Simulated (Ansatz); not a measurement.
The parent structure is NaF in the rock salt structure (space group Fm-3m, No. 225; a = 4.6291 Å).

Now apply this change: the cell is scaled by 1.0200 in all directions, atoms relaxed at fixed cell.

All numbers come from PBEsol (Ansatz, a quantum-chemistry and plane-wave program), no SOC.

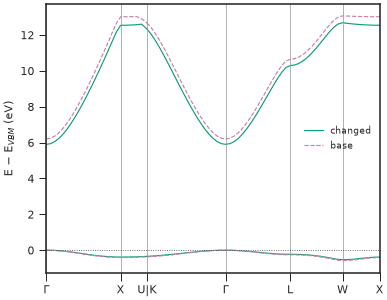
Figure: Highest valence and lowest conduction band along the path, each from its own valence-band maximum

The gap is 5.90 eV, direct at Γ; the base has 6.20 eV.

The cells carry an imposed strain or load. Whether these cells are dynamically stable was not tested.
